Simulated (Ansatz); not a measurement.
# Al₂GaH (triplet): the correlation ladder, cc-pVDZ

How much of the correlation energy of Al₂GaH (triplet) does each wave-function method recover here?

Method: cc-pVDZ, core rule «outside noble gas», up to 24 orbitals frozen; program: Ansatz 0.2.0, Gaussian basis.

To be run: UHF; CCSD(T) on ROHF; CCSD(T) on UHF; BCCD(T) on ROHF; CISD; CCSDT(Q) on ROHF; CCSDT(Q) on UHF.

4 further runs of the same task are left out: 4 set aside as unsound or not needed.

## 1. The geometry

The geometry is a PBE0/def2-TZVP stationary point (not a proven minimum) of the parent state, kept for this charge and spin. No spin-orbit coupling is included. The filled d shell of Ga may be among the frozen orbitals whatever the setting's name suggests; the logs give the count.

4 atoms, charge 0, spin multiplicity 3.

Atoms are counted from 1 here; the program's logs count them from 0.

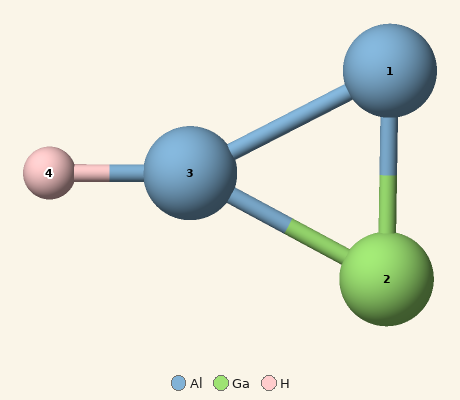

The geometry (aluminium light blue, gallium green, hydrogen pink); atoms are numbered from 1 in the order of the file.

In the tables R marks a restricted open-shell determinant and U an unrestricted one; energies count from the table's Hartree-Fock row.

## 2. UHF

Contents of in.yaml:

```yaml
crystal:
  periodic: [false, false, false]
  atoms:
    - {symbol: Al, position_ang: [0.000000, -1.602364, -0.508840]}
    - {symbol: Ga, position_ang: [0.000000, 0.329041, 0.872612]}
    - {symbol: Al, position_ang: [0.000000, 0.690687, -1.636944]}
    - {symbol: H, position_ang: [0.000000, 1.643692, -2.921396]}
basis:
  gaussian: {orbitals: cc-pVDZ}
magnetization: {spin_polarized: true, initial_magnetization: 2}
hamiltonian: {xc: hf}
output: {orbitals: {seedname: orbitals}}
```

Command:

```
> ansatz run in.yaml --threads 1 --pin off --events-out ev --progress --plain --max-ram 4096MiB --backend cpu
```

What it wrote:

```text
Functional definition: HF
  name "HF"
  cite "Fock, Z. Phys. 61, 126 (1930) doi:10.1007/BF01340294"
  parent pbe
  exchange = exact_x
  correlation = 0
730 factors; integrals over basis functions are off by at most 7.4e-4 eV
mean field evaluation 1: about -65512.6748 eV, gradient 5.9e0 eV
mean field evaluation 2: about -65512.6810 eV, gradient 5.9e0 eV
mean field evaluation 4: about -65513.3587 eV, gradient 7.3e-1 eV
mean field evaluation 8: about -65513.4044 eV, gradient 1.2e-1 eV
mean field evaluation 16: about -65512.8443 eV, gradient 3.4e0 eV
mean field evaluation 32: about -65513.2765 eV, gradient 8.4e-1 eV
mean field evaluation 64: about -65510.1919 eV, gradient 5.9e0 eV
mean field evaluation 96: about -65512.7760 eV, gradient 1.3e0 eV
mean field evaluation 128: about -65513.3962 eV, gradient 2.1e-1 eV
mean field evaluation 160: about -65512.6748 eV, gradient 5.9e0 eV
mean field -65513.40482535 eV, -2407.5732207509 hartree, gradient 5.0e-6 eV, S^2 2.113467; 3 other end points of the search recorded, 0 dependent functions left out
reference -65513.40482535 eV, -2407.5732207509 hartree; 30, 28 occupied and 38, 40 virtual orbitals, 730 factors
Total energy: -65513.40482535 eV, -2407.5732207509 hartree
```

Wall time 7 s (1 thread of AMD EPYC 7R13, shared host).

From the report: ⟨S²⟩ of the determinant 2.113 (pure triplet: 2.00).

## 3. CCSD(T) on ROHF

Changes to in.yaml since step 2:

```diff
@@ -9,4 +9,3 @@
   gaussian: {orbitals: cc-pVDZ}
-magnetization: {spin_polarized: true, initial_magnetization: 2}
-hamiltonian: {xc: hf}
-output: {orbitals: {seedname: orbitals}}
+magnetization: {spin_polarized: false, initial_magnetization: 2}
+correlation: {method: ccsd_t, electrons: outside_noble_gas}
```

Launched as before.

What it wrote, cut to the lines that bear on the results:

```text
Functional definition: HF
  name "HF"
  cite "Fock, Z. Phys. 61, 126 (1930) doi:10.1007/BF01340294"
  parent pbe
[...]
730 factors; integrals over basis functions are off by at most 7.4e-4 eV
[...]
mean field -65513.19163473 eV, -2407.5653861401 hartree, gradient 1.7e-6 eV, S^2 2.000000; 18 other end points of the search recorded, 0 dependent functions left out
[...]
determinant -65513.19163473 eV, -2407.5653861401 hartree, with singles and doubles -65518.55459229 eV, -2407.7624711951 hartree
determinant -65512.63846840 eV, -2407.5450576526 hartree, with singles and doubles -65518.03370692 eV, -2407.7433290109 hartree
determinant -65512.07516156 eV, -2407.5243565079 hartree, with singles and doubles -65517.20138423 eV, -2407.7127417162 hartree
determinant -65511.55754123 eV, -2407.5053343116 hartree, with singles and doubles -65517.12644817 eV, -2407.7099878671 hartree
[...]
determinant -65509.87238763 eV, -2407.4434060589 hartree, with singles and doubles -65515.49506656 eV, -2407.6500356986 hartree
determinant -65509.85633746 eV, -2407.4428162263 hartree, with singles and doubles -65515.49703198 eV, -2407.6501079265 hartree
determinant -65513.19163473 eV, -2407.5653861401 hartree, with singles and doubles -65518.55464474 eV, -2407.7624731226 hartree
determinant -65512.63846840 eV, -2407.5450576526 hartree, with singles and doubles -65518.03374379 eV, -2407.7433303659 hartree
[...]
24 core orbitals not correlated: weight in the atoms' cores, before any rotation towards them, 0.999 or more for the frozen orbitals, at most 0.001 for the correlated occupied ones
reference -65513.19163473 eV, -2407.5653861401 hartree; 6, 4 occupied and 38, 40 virtual orbitals, 730 factors
second order -4.44824705 eV of doubles, -0.08282573 eV of singles
cycle   1  -5.36300763 eV  change    2.4e-6 eV  update   2.9e-6
perturbative correction -0.31341084 eV, -0.0115176358 hartree
Total energy: -65518.86805320 eV, -2407.7739906713 hartree
```

Wall time 29 s (1 thread of AMD EPYC 7R13, shared host).

From the report: correlation -5.6764 eV; T1 0.026; largest double amplitude 0.08.

## 4. CCSD(T) on UHF

Changes to in.yaml since step 3:

```diff
@@ -9,3 +9,3 @@
   gaussian: {orbitals: cc-pVDZ}
-magnetization: {spin_polarized: false, initial_magnetization: 2}
+magnetization: {spin_polarized: true, initial_magnetization: 2}
 correlation: {method: ccsd_t, electrons: outside_noble_gas}
```

Launched as before.

What it wrote, cut to the lines that bear on the results:

```text
Functional definition: HF
  name "HF"
  cite "Fock, Z. Phys. 61, 126 (1930) doi:10.1007/BF01340294"
  parent pbe
[...]
730 factors; integrals over basis functions are off by at most 7.4e-4 eV
[...]
mean field -65513.40482535 eV, -2407.5732207509 hartree, gradient 2.3e-7 eV, S^2 2.113467; 18 other end points of the search recorded, 0 dependent functions left out
determinant -65513.40482535 eV, -2407.5732207509 hartree, with singles and doubles -65518.56074053 eV, -2407.7626971389 hartree
determinant -65512.80336359 eV, -2407.5511174389 hartree, with singles and doubles -65518.02838541 eV, -2407.7431334490 hartree
determinant -65512.29754418 eV, -2407.5325289185 hartree, with singles and doubles -65517.21654236 eV, -2407.7132987672 hartree
determinant -65512.02141557 eV, -2407.5223813791 hartree, with singles and doubles -65517.16547414 eV, -2407.7114220448 hartree
[...]
determinant -65511.17608246 eV, -2407.4913159604 hartree, with singles and doubles -65516.52089088 eV, -2407.6877340468 hartree
determinant -65511.05415019 eV, -2407.4868350320 hartree, with singles and doubles -65515.50921865 eV, -2407.6505557783 hartree
determinant -65513.40482535 eV, -2407.5732207509 hartree, with singles and doubles -65518.56253175 eV, -2407.7627629651 hartree
determinant -65512.80336359 eV, -2407.5511174389 hartree, with singles and doubles -65518.03361356 eV, -2407.7433255802 hartree
24 core orbitals not correlated: weight in the atoms' cores, before any rotation towards them, 0.999 or more for the frozen orbitals, at most 0.001 for the correlated occupied ones
reference -65513.40482535 eV, -2407.5732207509 hartree; 6, 4 occupied and 38, 40 virtual orbitals, 730 factors
second order -4.19406204 eV of doubles, -0.00000000 eV of singles
cycle   1  -5.15770351 eV  change    2.9e-6 eV  update   4.6e-6
perturbative correction -0.30519018 eV, -0.0112155322 hartree
Total energy: -65518.86771904 eV, -2407.7739783911 hartree
```

It took 36 s on 1 thread of AMD EPYC 7R13, shared host.

From the report: ⟨S²⟩ of the determinant 2.113 (pure triplet: 2.00); correlation -5.4629 eV; T1 0.037; largest double amplitude 0.09.

## 5. BCCD(T) on ROHF

Changes to in.yaml since step 4:

```diff
@@ -9,3 +9,3 @@
   gaussian: {orbitals: cc-pVDZ}
-magnetization: {spin_polarized: true, initial_magnetization: 2}
-correlation: {method: ccsd_t, electrons: outside_noble_gas}
+magnetization: {spin_polarized: false, initial_magnetization: 2}
+correlation: {method: bccd_t, electrons: outside_noble_gas}
```

Same command.

What it wrote, cut to the lines that bear on the results:

```text
Functional definition: HF
  name "HF"
  cite "Fock, Z. Phys. 61, 126 (1930) doi:10.1007/BF01340294"
  parent pbe
[...]
730 factors; integrals over basis functions are off by at most 7.4e-4 eV
[...]
mean field -65513.19163473 eV, -2407.5653861401 hartree, gradient 1.7e-6 eV, S^2 2.000000; 18 other end points of the search recorded, 0 dependent functions left out
[...]
determinant -65513.19163473 eV, -2407.5653861401 hartree, with singles and doubles -65518.55459229 eV, -2407.7624711951 hartree
determinant -65512.63846840 eV, -2407.5450576526 hartree, with singles and doubles -65518.03370692 eV, -2407.7433290109 hartree
determinant -65512.07516156 eV, -2407.5243565079 hartree, with singles and doubles -65517.20138423 eV, -2407.7127417162 hartree
determinant -65511.55754123 eV, -2407.5053343116 hartree, with singles and doubles -65517.12644817 eV, -2407.7099878671 hartree
[...]
determinant -65509.85633746 eV, -2407.4428162263 hartree, with singles and doubles -65515.49703198 eV, -2407.6501079265 hartree
determinant -65513.19163473 eV, -2407.5653861401 hartree, with singles and doubles -65518.55464474 eV, -2407.7624731226 hartree
determinant -65512.63846840 eV, -2407.5450576526 hartree, with singles and doubles -65518.03374379 eV, -2407.7433303659 hartree
[...]
24 core orbitals not correlated: weight in the atoms' cores, before any rotation towards them, 0.999 or more for the frozen orbitals, at most 0.001 for the correlated occupied ones
reference -65513.19163473 eV, -2407.5653861401 hartree; 6, 4 occupied and 38, 40 virtual orbitals, 730 factors
second order -4.44824705 eV of doubles, -0.08282573 eV of singles
cycle   1  -5.36031065 eV  change    2.7e-3 eV  update   6.6e-3
[...]
cycle  13  -5.35852526 eV  change   -3.6e-6 eV  update   1.2e-5
perturbative correction -0.31778262 eV, -0.0116782958 hartree
Total energy: -65518.86794261 eV, -2407.7739866072 hartree
```

Run time: 30 s. Hardware: 1 thread of AMD EPYC 7R13, shared host.

From the report: correlation -5.6763 eV; largest double amplitude 0.08.

## 6. CISD

Changes to in.yaml since step 5:

```diff
@@ -10,2 +10,2 @@
 magnetization: {spin_polarized: false, initial_magnetization: 2}
-correlation: {method: bccd_t, electrons: outside_noble_gas}
+correlation: {active_space: {ras: {orbitals: [4, 2, 38], electrons: 10, max_holes: 2, max_particles: 2}, fixed_orbitals: true}}
```

Launched as before.

What it wrote:

```text
Functional definition: HF
  name "HF"
  cite "Fock, Z. Phys. 61, 126 (1930) doi:10.1007/BF01340294"
  parent pbe
  exchange = exact_x
  correlation = 0
730 factors; integrals over basis functions are off by at most 7.4e-4 eV
mean field evaluation 1: about -65512.6734 eV, gradient 7.3e0 eV
mean field evaluation 2: about -65512.6793 eV, gradient 7.3e0 eV
mean field evaluation 4: about -65513.1835 eV, gradient 6.9e-1 eV
mean field evaluation 8: about -65513.1916 eV, gradient 4.1e-3 eV
mean field evaluation 16: about -65512.7352 eV, gradient 5.3e0 eV
mean field evaluation 32: about -65513.1911 eV, gradient 9.5e-2 eV
mean field -65513.19163473 eV, -2407.5653861401 hartree, gradient 1.7e-6 eV, S^2 2.000000; 8 other end points of the search recorded, 0 dependent functions left out
reference -65513.19163473 eV, -2407.5653861401 hartree; 30, 28 occupied and 38, 40 virtual orbitals, 730 factors
state -65518.03114644 eV, -2407.7432349153 hartree
Total energy: -65518.03114644 eV, -2407.7432349153 hartree
```

Wall time 7.5 s (1 thread of AMD EPYC 7R13, shared host).

From the report: 105,806 determinants.

## 7. CCSDT(Q) on ROHF

Changes to in.yaml since step 6:

```diff
@@ -10,2 +10,2 @@
 magnetization: {spin_polarized: false, initial_magnetization: 2}
-correlation: {active_space: {ras: {orbitals: [4, 2, 38], electrons: 10, max_holes: 2, max_particles: 2}, fixed_orbitals: true}}
+correlation: {method: ccsdt_q, electrons: outside_noble_gas}
```

Command:

```
> ansatz run in.yaml --threads 2 --pin off --events-out ev --progress --plain --max-ram 24576MiB --backend cuda --devices 0, --max-vram 18GiB
```

What it wrote, cut to the lines that bear on the results:

```text
Functional definition: HF
  name "HF"
  cite "Fock, Z. Phys. 61, 126 (1930) doi:10.1007/BF01340294"
  parent pbe
[...]
1318 factors; integrals over basis functions are off by at most 1.7e-7 eV
[...]
mean field -65513.19169778 eV, -2407.5653884571 hartree, gradient 1.5e-6 eV, S^2 2.000000; 16 other end points of the search recorded, 0 dependent functions left out
[...]
determinant -65513.19169778 eV, -2407.5653884571 hartree, with singles and doubles -65518.55465643 eV, -2407.7624735525 hartree
determinant -65512.63853399 eV, -2407.5450600628 hartree, with singles and doubles -65518.03377426 eV, -2407.7433314857 hartree
determinant -65512.07521529 eV, -2407.5243584826 hartree, with singles and doubles -65517.20144127 eV, -2407.7127438125 hartree
determinant -65511.55760826 eV, -2407.5053367750 hartree, with singles and doubles -65517.12653768 eV, -2407.7099911562 hartree
[...]
determinant -65509.85639288 eV, -2407.4428182630 hartree, with singles and doubles -65515.49709761 eV, -2407.6501103383 hartree
determinant -65513.19169778 eV, -2407.5653884571 hartree, with singles and doubles -65518.55470910 eV, -2407.7624754879 hartree
determinant -65512.63853399 eV, -2407.5450600628 hartree, with singles and doubles -65518.03381138 eV, -2407.7433328498 hartree
24 core orbitals not correlated: weight in the atoms' cores, before any rotation towards them, 0.999 or more for the frozen orbitals, at most 0.001 for the correlated occupied ones
reference -65513.19169778 eV, -2407.5653884571 hartree; 6, 4 occupied and 38, 40 virtual orbitals, 1318 factors
second order -4.44827677 eV of doubles, -0.08282551 eV of singles
cycle   1  -5.07926225 eV  change   -5.5e-1 eV  update   1.1e-1
[...]
cycle  23  -5.72331183 eV  change    1.6e-7 eV  update   8.5e-7
perturbative correction -0.02919853 eV, -0.0010730263 hartree
Total energy: -65518.94420814 eV, -2407.7767893137 hartree
```

Wall time 9 s (1 × H100 (card shared with other runs) with 2 threads of AMD EPYC 7R13, shared host); peak host memory 0.86 GiB.

From the report: correlation -5.7525 eV; T1 0.027; largest double amplitude 0.10.

## 8. CCSDT(Q) on UHF

Changes to in.yaml since step 7:

```diff
@@ -9,3 +9,3 @@
   gaussian: {orbitals: cc-pVDZ}
-magnetization: {spin_polarized: false, initial_magnetization: 2}
+magnetization: {spin_polarized: true, initial_magnetization: 2}
 correlation: {method: ccsdt_q, electrons: outside_noble_gas}
```

Launched as before.

What it wrote, cut to the lines that bear on the results:

```text
Functional definition: HF
  name "HF"
  cite "Fock, Z. Phys. 61, 126 (1930) doi:10.1007/BF01340294"
  parent pbe
[...]
1318 factors; integrals over basis functions are off by at most 1.7e-7 eV
[...]
mean field -65513.40488871 eV, -2407.5732230792 hartree, gradient 2.6e-7 eV, S^2 2.113468; 18 other end points of the search recorded, 0 dependent functions left out
determinant -65513.40488871 eV, -2407.5732230792 hartree, with singles and doubles -65518.56080383 eV, -2407.7626994653 hartree
determinant -65512.80342867 eV, -2407.5511198305 hartree, with singles and doubles -65518.02845095 eV, -2407.7431358577 hartree
determinant -65512.29759936 eV, -2407.5325309462 hartree, with singles and doubles -65517.21660356 eV, -2407.7133010164 hartree
determinant -65512.02148764 eV, -2407.5223840276 hartree, with singles and doubles -65517.16553786 eV, -2407.7114243866 hartree
[...]
determinant -65511.05422097 eV, -2407.4868376333 hartree, with singles and doubles -65515.50928136 eV, -2407.6505580827 hartree
determinant -65513.40488871 eV, -2407.5732230792 hartree, with singles and doubles -65518.56259559 eV, -2407.7627653112 hartree
determinant -65512.80342867 eV, -2407.5511198305 hartree, with singles and doubles -65518.03367901 eV, -2407.7433279855 hartree
24 core orbitals not correlated: weight in the atoms' cores, before any rotation towards them, 0.999 or more for the frozen orbitals, at most 0.001 for the correlated occupied ones
reference -65513.40488871 eV, -2407.5732230792 hartree; 6, 4 occupied and 38, 40 virtual orbitals, 1318 factors
second order -4.19408953 eV of doubles, -0.00000000 eV of singles
cycle   1  -4.79437166 eV  change   -6.0e-1 eV  update   1.1e-1
[...]
cycle  25  -5.51429572 eV  change   -9.1e-7 eV  update   1.2e-6
perturbative correction -0.02922053 eV, -0.0010738347 hartree
Total energy: -65518.94840495 eV, -2407.7769435438 hartree
```

It took 8.5 s on 1 × H100 (card shared with other runs) with 2 threads of AMD EPYC 7R13, shared host; peak host memory 0.85 GiB.

From the report: ⟨S²⟩ of the determinant 2.113 (pure triplet: 2.00); correlation -5.5435 eV; T1 0.041; largest double amplitude 0.10.

## 9. All levels against the top one

The yardstick is UCCSDT(Q), where the cluster series has nearly closed. Rows without a time come out of other runs: HF, MP2 and CCSD of CCSD(T), CCSDT of CCSDT(Q).

Differences are taken before rounding.

```tsv
method	energy from the lowest ROHF (meV)	from UCCSDT(Q) (meV)	time
ROHF	0.0	+5756.8	
UHF	-213.2	+5543.6	
RMP2	-4531.1	+1225.7	
UMP2	-4407.3	+1349.5	
CISD	-4839.5	+917.3	7.5 s
RCCSD	-5363.0	+393.8	
UCCSD	-5370.9	+385.9	
RCCSD(T)	-5676.4	+80.4	29 s
UCCSD(T)	-5676.1	+80.7	36 s
BCCD(T)	-5676.3	+80.5	30 s
RCCSDT	-5723.4	+33.4	
UCCSDT	-5727.5	+29.2	
RCCSDT(Q)	-5752.6	+4.2	9 s (GPU)
UCCSDT(Q)	-5756.8	0	8.5 s (GPU)
```

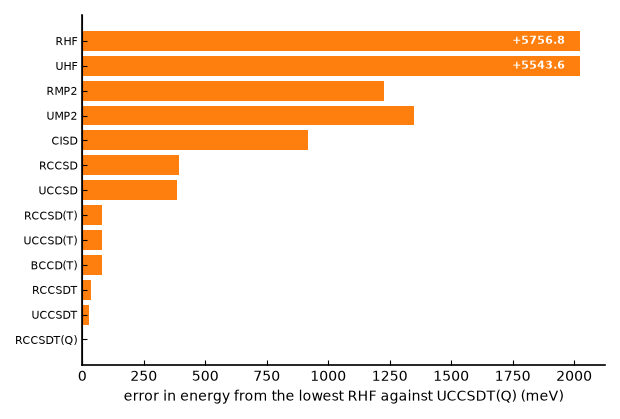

Deviations from UCCSDT(Q), method by method. Bars with a number in them are cut short.

Some runs used a GPU and others CPU threads alone; cost is compared among the CPU runs only.

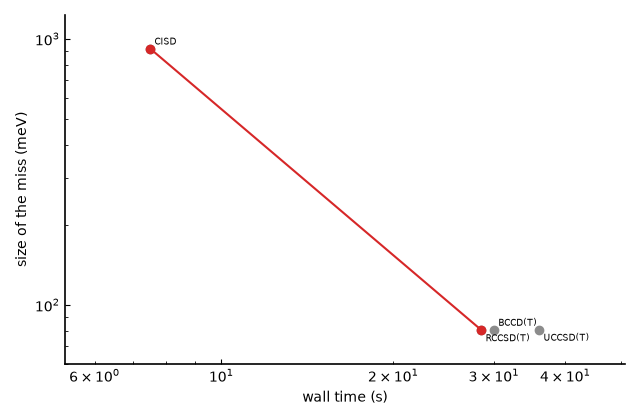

Miss against cost. Red marks the levels that no quicker level drawn beats. Times are from a shared host.

## 10. Summary of results

| quantity | value |
| --- | --- |
| UCCSDT(Q) from the ROHF energy | -5.7568 eV |
| RMP2 from UCCSDT(Q) | +1225.7 meV |
| UMP2 from UCCSDT(Q) | +1349.5 meV |
| RCCSD from UCCSDT(Q) | +393.8 meV |
| RCCSD(T) from UCCSDT(Q) | +80.4 meV |
| UCCSD(T) from UCCSDT(Q) | +80.7 meV |
| RCCSDT(Q) from UCCSDT(Q) | +4.2 meV |
| levels within 1 kcal/mol (43 meV) | RCCSDT, UCCSDT, RCCSDT(Q) |
| T1 diagnostic | 0.026 |

**Reading.** RCCSD(T) misses by +80.4 meV, 1.4 % of the correlation energy. These misses are within one basis, not against nature; the frozen cores of restricted and unrestricted runs differ, which can shift their rows.

With open shells the CI space here admits some triples and quadruples, so it is larger than plain CISD.

RCCSD(T) reaches 80.4 meV from the reference in 29 s; the quickest level in the cost chart, CISD, takes 7.5 s and misses by 917.3 meV.
